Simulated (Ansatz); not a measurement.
**Convergence study of shifted k-point meshes for KCaF3 (P4mm, 5 atoms in the cell)**

```xyz
5
Lattice="4.4683 0.0000 0.0000 0.0000 4.4683 0.0000 0.0000 0.0000 4.4683" Properties=species:S:1:pos:R:3 pbc="T T T"
K      2.2341     2.2341     2.2841
Ca     0.0000     0.0000     0.0000
F      0.0000     2.2341     0.0000
F      2.2341     0.0000     0.0000
F      0.0000     0.0000     2.2341
```

Level of theory: PBEsol, default PAW files made with PBE (plane waves; Ansatz, a first-principles code).

Base settings: basis.ecutwfc = 420 eV; kpoints.mp_grid.grid = 6 6 6; hamiltonian.xc = pbesol; hamiltonian.pseudopotentials = {kind: paw} (the program's default PAW files); scf.occupations.method = fixed.

In this ladder: kpoints.mp_grid.shift = 0.5 0.5 0.5.

Shifted meshes do not hold Γ, so a gap read on them misses any band edge there.

Only quantities that move along the ladder and can be compared are tabulated.

The count of work is k-points × plane waves × bands × iterations; it is no time. 

The starting cell comes from a database of computed structures (which also holds hypothetical and non-ambient phases and stackings), without a prior relaxation at this level. Its lattice was rescaled by up to half a per cent. One atom was moved a little off its site on purpose. Ansatz's pressure includes its estimate of the finite-basis (Pulay) stress.

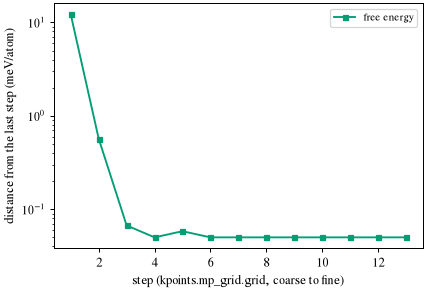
Figure: Distance from the last step along the ladder; very small values are drawn at a floor.

| kpoints.mp_grid.grid | free energy less the last step's (meV/atom) | pressure (GPa) | gap on the mesh (eV) | count of work / last |
|---|---|---|---|---|
| 2 2 2 | -12.16 | -2.24 | 8.226 | 0.0041 |
| 3 3 3 | -0.57 | -1.98 | 7.063 | 0.024 |
| 4 4 4 | -0.07 | -1.97 | 6.720 | 0.024 |
| 5 5 5 | -0.01 | -1.97 | 6.460 | 0.062 |
| 6 6 6 | -0.06 | -1.97 | 6.374 | 0.062 |
| 7 7 7 | 0.02 | -1.97 | 6.277 | 0.14 |
| 8 8 8 | 0.00 | -1.97 | 6.246 | 0.14 |
| 9 9 9 | -0.02 | -1.97 | 6.199 | 0.26 |
| 10 10 10 | -0.02 | -1.97 | 6.186 | 0.26 |
| 11 11 11 | -0.01 | -1.97 | 6.159 | 0.44 |
| 12 12 12 | 0.00 | -1.97 | 6.153 | 0.44 |
| 13 13 13 | 0.00 | -1.97 | 6.135 | 0.68 |
| 14 14 14 | 0.00 | -1.97 | 6.133 | 0.68 |
| 16 16 16 | 0.00 | -1.97 | 6.120 | 1.0 |

Coarsest kpoints.mp_grid.grid that holds the free energy within 1 meV/atom of the last step, with all finer ones: 3 3 3, at 0.024 of the last step's count of work; the step before is off by 12 meV/atom.

Coarsest kpoints.mp_grid.grid that holds the pressure within 0.05 GPa of the last step, with all finer ones: 3 3 3, at 0.024 of the last step's count of work; the step before is off by 0.27 GPa.

Keys are those of Ansatz 0.2.
